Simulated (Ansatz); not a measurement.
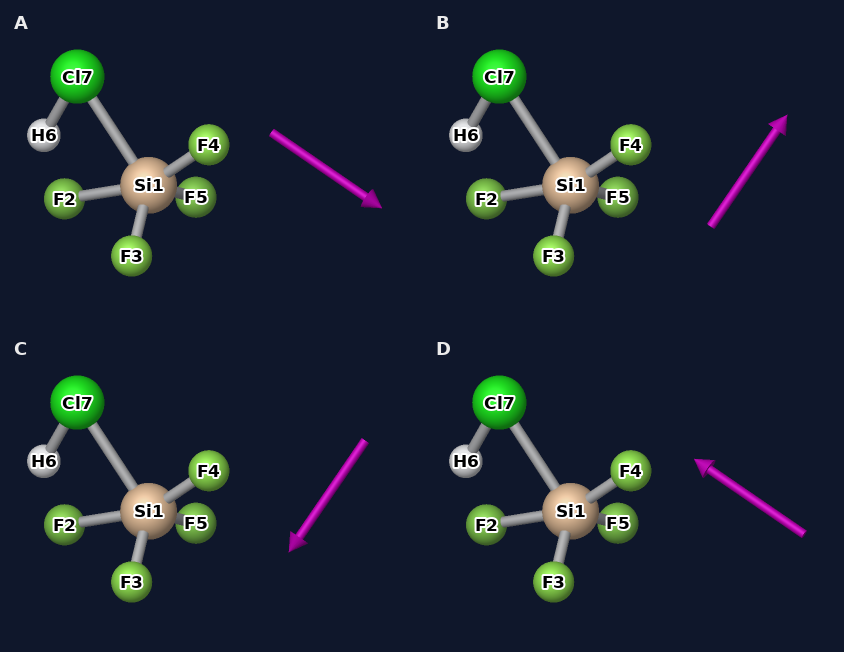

The same molecule four times, each with an arrow. The computed structure is the end point of a PBE0-D4/def2-TZVP saddle-point search. Method: RKS PBE0-D4/def2-TZVP (Ansatz 0.2.0).

**Which arrow points along the dipole moment, from the negative to the positive end?**

D. The dipole moment is 2.39 D; it points from the side of F3, F4, F5 to the side of H6, Cl7 (the outermost atoms at the two ends).
